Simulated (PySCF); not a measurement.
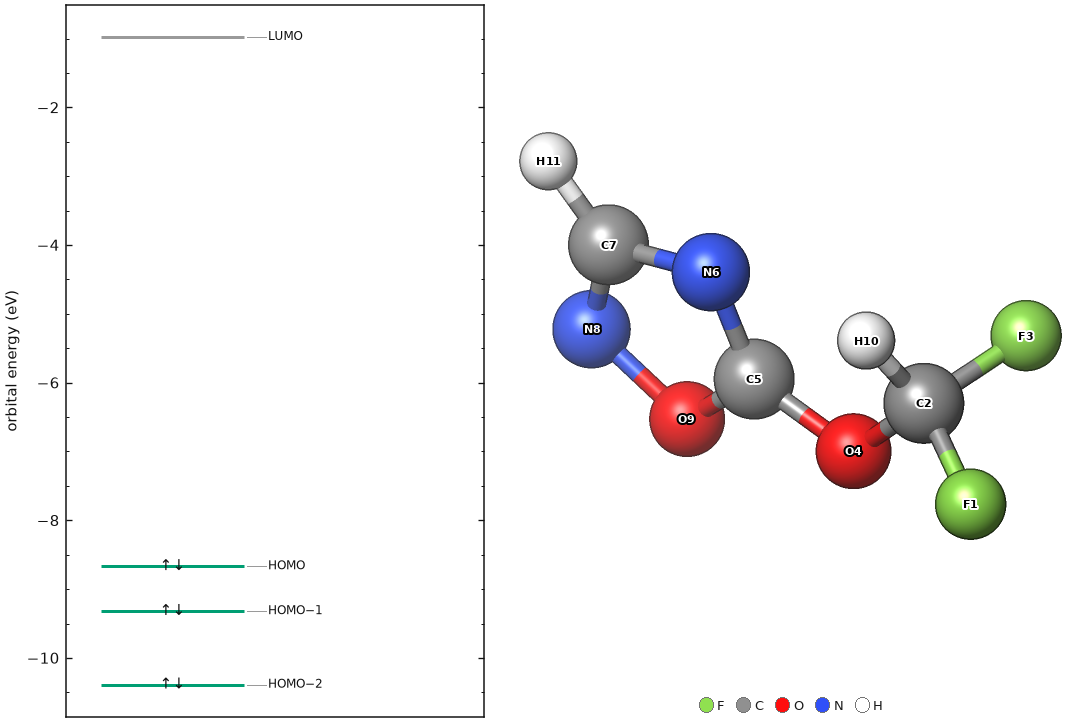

C₃H₂F₂N₂O₂, SMILES FC(F)Oc1ncno1. Kohn-Sham orbital energies near the frontier, PBE0/def2-SVPD in PySCF, at a GFN2-xTB geometry (no frequency check), isolated molecule; empty levels in grey, levels within 0.03 eV side by side.

Q: Where do the frontier orbitals lie?

A: HOMO at −8.67 eV, LUMO at −0.98 eV, 7.69 eV apart.

Q: On which atoms do HOMO and LUMO mostly sit?

A: HOMO: N8 34 %, N6 15 %, O4 15 %. LUMO: N8 23 %, C5 20 %, C7 19 % (Löwdin shares).

Known limits of this run: the tight-binding geometry is rougher than a DFT one and adds to the error; one conformer of a flexible molecule; empty levels above zero depend strongly on the basis.
